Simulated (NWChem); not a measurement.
# One shape, several levels: BH3O (SMILES [H]B([H])O)

Aim: a comparison of 6 runs (HF/STO-3G, B3LYP/6-31G*, PBE0/6-31G**, PBE0/def2-SVP, MP2/def2-SVP) of BH3O. 

Program for the calculation: NWChem 7.3.0.

### Step 1. The molecule

BH3O has 5 atoms, charge 0, and is taken as a singlet. As SMILES, `[H]B([H])O`. Geometry: relaxed at GFN2-xTB.

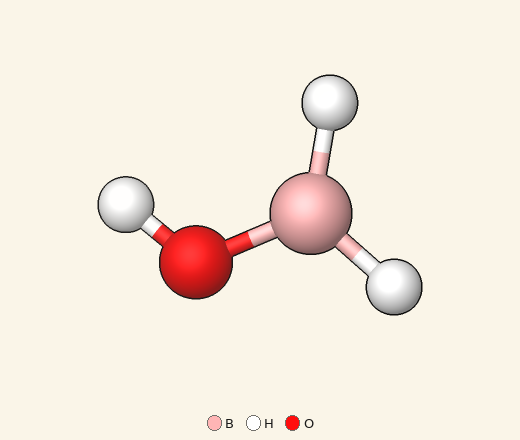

The structure, seen from a chosen angle (boron pink, hydrogen white, oxygen red).

### Step 2. Energy and forces at HF/STO-3G (run 1)

bh3o.nw

```
start bh3o
memory 2200 mb
charge 0
geometry units angstrom noautosym nocenter noautoz
  B      0.270970     0.302480    -0.108500
  H      1.403550     0.390040    -0.395610
  H     -0.432910     1.251360    -0.080700
  O     -0.159420    -0.918700     0.174490
  H     -1.082200    -1.025180     0.410320
end
basis spherical bse
  * library STO-3G
end
scf
  singlet
  rhf
  thresh 1e-08
  maxiter 80
end
task scf gradient
```

Started as:

```console
nwchem bh3o.nw > bh3o.out
```

The log of the run:

```text
[...]
  functions       =    13
[...]
  wavefunction    = RHF
[...]
         Total SCF energy =    -99.984380724519
      One-electron energy =   -198.247695969806
      Two-electron energy =     67.454802080910
 Nuclear repulsion energy =     30.808513164377
        Time for solution =      0.1s
[...]
                         RHF ENERGY GRADIENTS
    atom               coordinates                        gradient
                 x          y          z           x          y          z
   1 B       0.512059   0.571604  -0.205035    0.003623  -0.009901   0.001037
   2 H       2.652325   0.737069  -0.747594    0.006075  -0.001922  -0.001378
   3 H      -0.818081   2.364728  -0.152501   -0.006440   0.009328   0.000039
   4 O      -0.301260  -1.736091   0.329738   -0.033546   0.007904   0.006821
   5 H      -2.045061  -1.937309   0.775392    0.030288  -0.005409  -0.006519
[...]
```

Wall time 0.72 s (1 thread of Intel Xeon Platinum 8488C (Sapphire Rapids), shared host); peak memory 0.1 GiB.

### Step 3. Energy and gradient at B3LYP/6-31G(d) (spherical functions) (run 2)

bh3o.nw

```
start bh3o
memory total 2200 mb

geometry units angstrom noautosym nocenter noautoz
 B     0.270970    0.302480   -0.108500
 H     1.403550    0.390040   -0.395610
 H    -0.432910    1.251360   -0.080700
 O    -0.159420   -0.918700    0.174490
 H    -1.082200   -1.025180    0.410320
end

basis spherical bse
 * library 6-31G*
end

dft
 xc b3lyp
 grid xfine
 convergence energy 1e-08
 maxiter 100
 mulliken
end

task dft gradient
```

Started as:

```console
nwchem bh3o.nw > bh3o.out
```

The log of the run:

```text
[...]
          Wavefunction type:  closed shell.
          No. of atoms     :     5
          No. of electrons :    16
[...]
          Charge           :     0
          Spin multiplicity:     1
[...]
          AO basis - number of functions:    34
[...]
              XC Information
              --------------
                         B3LYP Method XC Potential
                     Hartree-Fock (Exact) Exchange  0.200
                        Slater Exchange Functional  0.800 local
                    Becke 1988 Exchange Functional  0.720 non-local
              Lee-Yang-Parr Correlation Functional  0.810
                  VWN I RPA Correlation Functional  0.190 local
[...]
 d= 0,ls=0.0,diis     1   -101.8594992204 -1.33D+02  2.23D-02  3.52D-01     0.8
[...]
 d= 0,ls=0.0,diis     8   -101.9031448217  3.81D-10  1.45D-06  1.03D-08     5.0
         Total DFT energy =     -101.903144821703
      One electron energy =     -199.213955910099
           Coulomb energy =       80.331878382062
    Exchange-Corr. energy =      -13.829580458043
 Nuclear repulsion energy =       30.808513164377
[...]
  wavefunction    = closed shell
                         DFT ENERGY GRADIENTS
    atom               coordinates                        gradient
                 x          y          z           x          y          z
   1 B       0.512059   0.571604  -0.205035   -0.001512  -0.014869   0.002853
   2 H       2.652325   0.737069  -0.747594   -0.012395  -0.001184   0.003023
   3 H      -0.818081   2.364728  -0.152501    0.007462  -0.007009  -0.000848
   4 O      -0.301260  -1.736091   0.329738   -0.003118   0.026789  -0.003229
   5 H      -2.045061  -1.937309   0.775392    0.009563  -0.003727  -0.001799
[...]
```

It took 6.9 s on 1 thread of Intel Xeon Platinum 8488C (Sapphire Rapids), shared host; peak memory 0.13 GiB.

Runs 3 to 5 aren't shown in full; the table further down has their settings and results.

### Step 4. Energy and gradient at MP2/def2-SVP (run 6)

mymol.nw

```
start mymol
title "BH3O"
memory total 2200 mb

geometry noautosym nocenter noautoz
B      0.270970     0.302480    -0.108500
H      1.403550     0.390040    -0.395610
H     -0.432910     1.251360    -0.080700
O     -0.159420    -0.918700     0.174490
H     -1.082200    -1.025180     0.410320
end

basis spherical bse
B library def2-SVP
H library def2-SVP
O library def2-SVP
end

scf
thresh 1e-08
maxiter 80
print low
end

mp2
freeze core 2
tight
end

task mp2 gradient
```

Started as:

```console
nwchem mymol.nw > mymol.out
```

The log of the run:

```text
[...]
  functions       =    43
[...]
  wavefunction    = RHF
[...]
         Total SCF energy =   -101.248840087574
      One-electron energy =   -198.961686490857
      Two-electron energy =     66.904333238907
 Nuclear repulsion energy =     30.808513164377
        Time for solution =      0.8s
[...]
          Total MP2 energy          -101.526716656796
[...]
                         mp2 ENERGY GRADIENTS
    atom               coordinates                        gradient
                 x          y          z           x          y          z
   1 B       0.512059   0.571604  -0.205035   -0.000087  -0.010942   0.001949
   2 H       2.652325   0.737069  -0.747594   -0.015836  -0.001949   0.003959
   3 H      -0.818081   2.364728  -0.152501    0.009585  -0.009601  -0.000980
   4 O      -0.301260  -1.736091   0.329738    0.001150   0.027418  -0.004347
   5 H      -2.045061  -1.937309   0.775392    0.005189  -0.004926  -0.000581
[...]
```

It took 2.9 s on 1 thread of Intel Xeon Platinum 8488C (Sapphire Rapids), shared host; peak memory 0.11 GiB.

### Step 5. The series

| run | level | iteration cap | module | energy (Eh) | dipole moment (D) | HOMO energy (eV) | LUMO energy (eV) | wall time |
| --- | --- | --- | --- | --- | --- | --- | --- | --- |
| 1 | HF/STO-3G | 80 | scf | -99.984381 | 1.64 | -10.63 | 8.52 | 0.72 s |
| 2 | B3LYP/6-31G* (spherical functions) | 100 | dft | -101.903145 | 1.79 | -8.30 | 0.09 | 6.9 s |
| 3 | B3LYP/6-31G* (Cartesian functions) | 100 | dft | -101.904936 | 1.79 | -8.30 | 0.09 | 7.2 s |
| 4 | PBE0/6-31G** (spherical functions) | 100 | dft | -101.781444 | 1.78 | – | – | 7.8 s |
| 5 | PBE0/def2-SVP | 100 | dft | -101.704974 | 1.81 | -8.61 | -0.02 | 7.5 s |
| 6 | MP2/def2-SVP | 80 | mp2 | -101.526717 | 1.84 | – | – | 2.9 s |

### Step 6. Results

```
                                                      quantity          value
                                           run 6: total energy  -101.52672 Eh
run 6: dipole moment (of the density that the program reports)         1.84 D
            run 6: correlation energy (2 core orbitals frozen)     -277.9 mEh
                               run 6: largest force on an atom     1.429 eV/Å
```

In words: The dipole moment (its size) runs from 1.64 D (HF/STO-3G) to 1.84 D (MP2/def2-SVP). The two ends differ in method and basis. Over runs 1, 2, 3, 5 the HOMO–LUMO gap runs from 8.39 eV (B3LYP/6-31G*) to 19.15 eV (HF/STO-3G). Totals of different functionals can't be ranked against each other. In run 1 the basis is minimal, so the values are rough. All runs together took 33 s, the longest 7.8 s.
